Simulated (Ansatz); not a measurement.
## CH₄BBrFN: nudged elastic band

CH₄BBrFN, computed with RKS PBE0/def2-SVP (Ansatz 0.2.0).

One setting was made poor on purpose. It belongs to a series of runs on one base structure; here: band between the two ends. Figures and captions count atoms from 1; the log counts them from 0 in places.

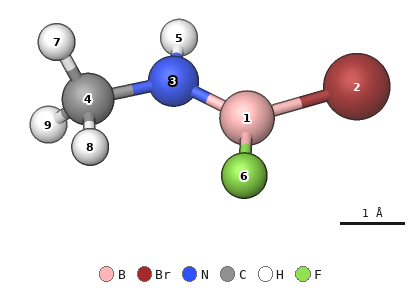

Figure 1. The structure as given in the input (ball-and-stick view, seen at a tilt; atoms are numbered from 1 in the order of the input). Bond lengths as drawn: B–Br 1.93 Å, B–F 1.33 Å, B–N 1.39 Å, C–H 1.10 Å, C–N 1.44 Å and H–N 1.01 Å.

### Summary

```json
{"quantity": "outcome", "value": "converged"}
{"quantity": "barrier, forward", "value": "3.054 eV"}
{"quantity": "barrier, backward", "value": "0.383 eV"}
{"quantity": "hardware", "value": "2 threads of Arm Neoverse V1, 24 GiB of memory available, shared host"}
{"quantity": "wall time", "value": "66 s (CPU time 2.1 min)"}
{"quantity": "peak memory", "value": "0.26 GiB"}
```

### Remarks

A deliberately poor setting: few images. The order of the saddle point was not checked.

### Input file
```yaml
crystal:
  periodic: [false, false, false]
  atoms:
    - { symbol: B, position_ang: [0.014516, -1.305411, -0.247494] }
    - { symbol: Br, position_ang: [1.071776, -2.658545, -1.135204] }
    - { symbol: "N", position_ang: [0.423411, 0.022317, -0.252722] }
    - { symbol: C, position_ang: [-0.274077, 1.121628, 0.371088] }
    - { symbol: H, position_ang: [1.283818, 0.258097, -0.730854] }
    - { symbol: F, position_ang: [-1.105157, -1.683141, 0.361954] }
    - { symbol: H, position_ang: [0.342178, 1.611041, 1.143392] }
    - { symbol: H, position_ang: [-1.185661, 0.746328, 0.854273] }
    - { symbol: H, position_ang: [-0.570806, 1.887684, -0.364333] }
basis:
  gaussian: { orbitals: def2-SVP }
hamiltonian:
  xc: pbe0
neb:
  order_check: false
  images: 1
  f_tol: 0.03
  max_iterations: 60
  climbing: true
  final_atoms:
    - { symbol: B, position_ang: [-0.96463493, -1.35659221, 0.35068488] }
    - { symbol: Br, position_ang: [2.29392013, -0.9645225, -1.59102607] }
    - { symbol: "N", position_ang: [-0.5236432, -0.19334116, 0.28857541] }
    - { symbol: C, position_ang: [-0.19728868, 1.17716305, 0.33356791] }
    - { symbol: H, position_ang: [1.09137983, -0.78553864, -0.81166652] }
    - { symbol: F, position_ang: [-1.38889762, -2.57728869, 0.39253455] }
    - { symbol: H, position_ang: [0.76822528, 1.34393318, 0.83977093] }
    - { symbol: H, position_ang: [-0.96443879, 1.75221096, 0.87763656] }
    - { symbol: H, position_ang: [-0.11462402, 1.60397402, -0.67997765] }
  initial_path:
    images:
      - { positions_ang: [[0.014516, -1.305411, -0.247494], [1.071776, -2.658545, -1.135204], [0.423411, 0.022317, -0.252722], [-0.274077, 1.121628, 0.371088], [1.283818, 0.258097, -0.730854], [-1.105157, -1.683141, 0.361954], [0.342178, 1.611041, 1.143392], [-1.185661, 0.746328, 0.854273], [-0.570806, 1.887684, -0.364333]] }
      - { positions_ang: [[-0.2761575, -1.32423889, -0.05535968], [1.52910403, -2.16267511, -1.35769056], [0.15715166, -0.05760741, -0.08136443], [-0.278312, 1.22548724, 0.3933204], [1.25268401, -0.26151509, -0.81148721], [-1.21701659, -2.10316474, 0.37256816], [0.47062147, 1.64691948, 1.06659413], [-1.22642132, 1.1338219, 0.92554112], [-0.41165577, 1.90297062, -0.45202193]] }
      - { positions_ang: [[-0.96463493, -1.35659221, 0.35068488], [2.29392013, -0.9645225, -1.59102607], [-0.5236432, -0.19334116, 0.28857541], [-0.19728868, 1.17716305, 0.33356791], [1.09137983, -0.78553864, -0.81166652], [-1.38889762, -2.57728869, 0.39253455], [0.76822528, 1.34393318, 0.83977093], [-0.96443879, 1.75221096, 0.87763656], [-0.11462402, 1.60397402, -0.67997765]] }
```

Run as:
```bash
ansatz run input.yaml --threads 2 --pin off --max-ram 3072MiB --backend cpu --events-out ev --progress --plain --runs-dir out
```

### Log
```
Engine: ansatz 0.2.0, aarch64-unknown-linux-gnu
Functional definition: PBE0
  parameter a = 0.25
  parameter kappa = 0.804
  parameter beta = 0.06672455060314922
  exchange = (1 - a)*pbe_x(kappa = kappa, mu = beta*pi^2/3) + a*exact_x
  correlation = pbe_c(beta = beta)
1180 factors; integrals over basis functions are off by at most 2.9e-4 eV
mean field evaluation 1: about -76002.9955 eV, gradient 4.9e1 eV
mean field evaluation 2: about -75998.6402 eV, gradient 6.6e1 eV
mean field evaluation 4: about -76007.9961 eV, gradient 2.8e0 eV
mean field evaluation 8: about -76008.0627 eV, gradient 1.3e-1 eV
mean field evaluation 16: about -76008.0628 eV, gradient 6.0e-5 eV
mean field -76008.06278061 eV, -2793.2447870721 hartree, gradient 6.0e-5 eV, S^2 0.000000; 0 other end points of the search recorded, 0 dependent functions left out
the calculation of the forces begins
reference -76008.06280567 eV, -2793.2447879929 hartree; 33, 33 occupied and 75, 75 virtual orbitals, 1180 factors
1182 factors; integrals over basis functions are off by at most 9.5e-4 eV
mean field evaluation 32: about -76005.3922 eV, gradient 6.5e-5 eV
mean field -76005.39224363 eV, -2793.1466466483 hartree, gradient 6.5e-5 eV, S^2 0.000000; 0 other end points of the search recorded, 0 dependent functions left out
[... from here on the field's lines of each further geometry are left out, up to the last ...]
NEB iter   1: max|band force component| = 4.154e0 eV/Å  barrier→ = 2.6705 eV  barrier← = 0.0000 eV  Δτ_max = 0.2000 Å  (78 SCF iters)
NEB iter   2: max|band force component| = 3.571e0 eV/Å  barrier→ = 2.8078 eV  barrier← = 0.1373 eV  Δτ_max = 0.2000 Å  (31 SCF iters)
NEB iter   3: max|band force component| = 2.424e0 eV/Å  barrier→ = 2.6705 eV  barrier← = 0.0000 eV  Δτ_max = 0.1987 Å  (30 SCF iters)
NEB iter   4: max|band force component| = 9.542e-1 eV/Å  barrier→ = 2.6705 eV  barrier← = 0.0000 eV  Δτ_max = 0.1120 Å  (31 SCF iters)
NEB iter   5: max|band force component| = 9.825e-1 eV/Å  barrier→ = 2.6705 eV  barrier← = 0.0000 eV  Δτ_max = 0.0564 Å  (30 SCF iters)
NEB iter   6: max|band force component| = 5.740e-1 eV/Å  barrier→ = 2.6705 eV  barrier← = 0.0000 eV  Δτ_max = 0.0556 Å  (30 SCF iters)
NEB iter   7: max|band force component| = 6.047e-1 eV/Å  barrier→ = 2.6705 eV  barrier← = 0.0000 eV  Δτ_max = 0.0279 Å  (30 SCF iters)
NEB iter   8: max|band force component| = 1.538e0 eV/Å  barrier→ = 1.7743 eV  barrier← = -0.8963 eV  CI = image 1  Δτ_max = 0.0560 Å  (31 SCF iters)
NEB iter   9: max|band force component| = 1.604e0 eV/Å  barrier→ = 1.7197 eV  barrier← = -0.9509 eV  CI = image 1  Δτ_max = 0.1110 Å  (31 SCF iters)
NEB iter  10: max|band force component| = 2.651e0 eV/Å  barrier→ = 2.0481 eV  barrier← = -0.6224 eV  CI = image 1  Δτ_max = 0.2000 Å  (29 SCF iters)
NEB iter  11: max|band force component| = 3.703e0 eV/Å  barrier→ = 3.4173 eV  barrier← = 0.7468 eV  CI = image 1  Δτ_max = 0.0991 Å  (36 SCF iters)
NEB iter  12: max|band force component| = 2.232e0 eV/Å  barrier→ = 3.2896 eV  barrier← = 0.6191 eV  CI = image 1  Δτ_max = 0.1959 Å  (31 SCF iters)
NEB iter  13: max|band force component| = 1.104e0 eV/Å  barrier→ = 3.1644 eV  barrier← = 0.4938 eV  CI = image 1  Δτ_max = 0.0724 Å  (36 SCF iters)
NEB iter  14: max|band force component| = 5.115e-1 eV/Å  barrier→ = 3.0636 eV  barrier← = 0.3930 eV  CI = image 1  Δτ_max = 0.0378 Å  (31 SCF iters)
NEB iter  15: max|band force component| = 4.860e-1 eV/Å  barrier→ = 3.0597 eV  barrier← = 0.3891 eV  CI = image 1  Δτ_max = 0.0184 Å  (30 SCF iters)
NEB iter  16: max|band force component| = 3.666e-1 eV/Å  barrier→ = 3.0565 eV  barrier← = 0.3860 eV  CI = image 1  Δτ_max = 0.0142 Å  (32 SCF iters)
NEB iter  17: max|band force component| = 7.692e-2 eV/Å  barrier→ = 3.0546 eV  barrier← = 0.3841 eV  CI = image 1  Δτ_max = 0.0070 Å  (30 SCF iters)
NEB iter  18: max|band force component| = 4.655e-2 eV/Å  barrier→ = 3.0544 eV  barrier← = 0.3838 eV  CI = image 1  Δτ_max = 0.0087 Å  (25 SCF iters)
NEB iter  19: max|band force component| = 5.227e-2 eV/Å  barrier→ = 3.0541 eV  barrier← = 0.3835 eV  CI = image 1  Δτ_max = 0.0043 Å  (25 SCF iters)
NEB iter  20: max|band force component| = 4.131e-2 eV/Å  barrier→ = 3.0540 eV  barrier← = 0.3834 eV  CI = image 1  Δτ_max = 0.0087 Å  (24 SCF iters)
the calculation of the forces begins
reference -76005.00900827 eV, -2793.1325630086 hartree; 33, 33 occupied and 75, 75 virtual orbitals, 1182 factors
1182 factors; integrals over basis functions are off by at most 5.5e-4 eV
mean field evaluation 192: about -76004.5684 eV, gradient 1.3e1 eV
mean field -76005.00898100 eV, -2793.1325620062 hartree, gradient 8.8e-6 eV, S^2 0.000000; 1 other end points of the search recorded, 0 dependent functions left out
the calculation of the forces begins
reference -76005.00900827 eV, -2793.1325630086 hartree; 33, 33 occupied and 75, 75 virtual orbitals, 1182 factors
NEB iter  21: max|band force component| = 1.410e-2 eV/Å  barrier→ = 3.0538 eV  barrier← = 0.3833 eV  CI = image 1  Δτ_max = 0.0000 Å  (54 SCF iters)
```

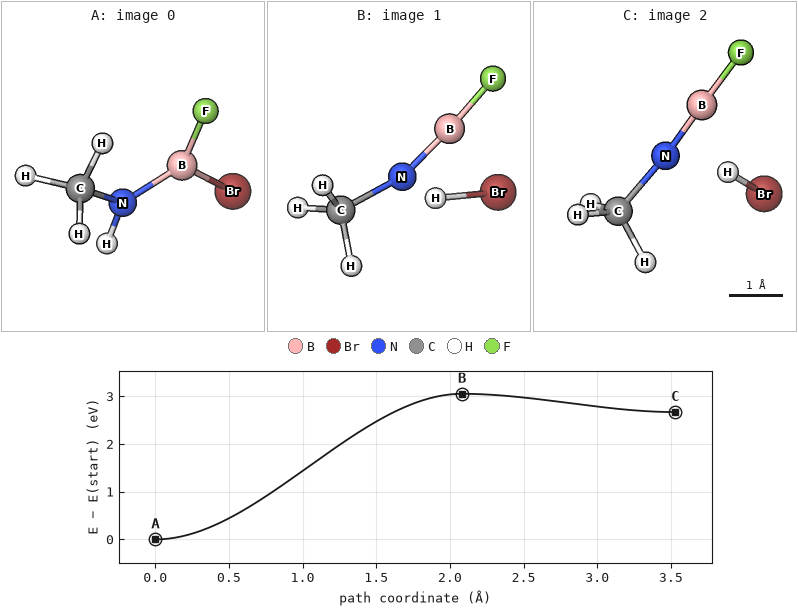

Figure 2. Images of the last band (counted from 0; ball-and-stick, seen at a tilt) above the energy along the path; the line is a cubic interpolation that uses the forces. The highest image is number 1, 3.054 eV above the start and 0.383 eV above the end (the climbing image); the end lies 2.671 eV above the start. The path is 3.53 Å long. The band converged in 21 iterations.

```
Total energy: -76005.00900827 eV, -2793.1325630086 hartree
Atom 0 at    -0.527895    -1.308882     0.092805 Å, force     0.000012     0.012036     0.001253 eV/Å
Atom 1 at     1.797380    -1.804946    -1.427372 Å, force     0.000148    -0.000442    -0.000167 eV/Å
Atom 2 at    -0.093951    -0.101509     0.039259 Å, force     0.003924     0.008164     0.000323 eV/Å
Atom 3 at    -0.240553     1.279585     0.375277 Å, force    -0.005076    -0.014240     0.000058 eV/Å
Atom 4 at     0.957587    -0.586950    -0.694136 Å, force     0.005912    -0.000167    -0.003498 eV/Å
Atom 5 at    -1.074426    -2.456885     0.225932 Å, force    -0.005994    -0.010097     0.001897 eV/Å
Atom 6 at     0.621779     1.623559     0.966850 Å, force     0.003007     0.001718     0.001852 eV/Å
Atom 7 at    -1.154412     1.462999     0.959162 Å, force    -0.001616     0.000464     0.001308 eV/Å
Atom 8 at    -0.285511     1.893027    -0.537677 Å, force    -0.000318     0.002564    -0.003026 eV/Å
Dipole moment:    -0.667210     0.605263     0.518639 e Å
this run last wrote the band of iteration 21 to [file]
```

### The last band as extended XYZ (Å, eV, eV/Å)
```
9
Properties=species:S:1:pos:R:3:forces:R:3 image=0 energy=-76008.06278
B     0.0145   -1.3054   -0.2475   -0.0072  -0.0159   0.0015
Br    1.0718   -2.6585   -1.1352    0.0006   0.0013  -0.0002
N     0.4234    0.0223   -0.2527   -0.0085   0.0012   0.0047
C    -0.2741    1.1216    0.3711   -0.0103  -0.0095   0.0061
H     1.2838    0.2581   -0.7309    0.0082  -0.0008  -0.0052
F    -1.1052   -1.6831    0.3620    0.0147   0.0139  -0.0064
H     0.3422    1.6110    1.1434    0.0011  -0.0001   0.0015
H    -1.1857    0.7463    0.8543    0.0019   0.0105   0.0006
H    -0.5708    1.8877   -0.3643   -0.0005  -0.0004  -0.0025
9
Properties=species:S:1:pos:R:3:forces:R:3 image=1 energy=-76005.00898
B    -0.5279   -1.3089    0.0928    0.0000   0.0120   0.0013
Br    1.7974   -1.8049   -1.4274    0.0001  -0.0004  -0.0002
N    -0.0940   -0.1015    0.0393    0.0039   0.0082   0.0003
C    -0.2406    1.2796    0.3753   -0.0051  -0.0142   0.0001
H     0.9576   -0.5869   -0.6941    0.0059  -0.0002  -0.0035
F    -1.0744   -2.4569    0.2259   -0.0060  -0.0101   0.0019
H     0.6218    1.6236    0.9668    0.0030   0.0017   0.0019
H    -1.1544    1.4630    0.9592   -0.0016   0.0005   0.0013
H    -0.2855    1.8930   -0.5377   -0.0003   0.0026  -0.0030
9
Properties=species:S:1:pos:R:3:forces:R:3 image=2 energy=-76005.39224
B    -0.9646   -1.3566    0.3507   -0.0191   0.0062   0.0132
Br    2.2939   -0.9645   -1.5910    0.0009  -0.0018  -0.0009
N    -0.5236   -0.1933    0.2886    0.0146   0.0134  -0.0062
C    -0.1973    1.1772    0.3336   -0.0030  -0.0215  -0.0021
H     1.0914   -0.7855   -0.8117   -0.0009   0.0028   0.0010
F    -1.3889   -2.5773    0.3925    0.0133   0.0105  -0.0065
H     0.7682    1.3439    0.8398   -0.0056  -0.0025  -0.0047
H    -0.9644    1.7522    0.8776   -0.0011  -0.0031  -0.0001
H    -0.1146    1.6040   -0.6800    0.0009  -0.0041   0.0063
```
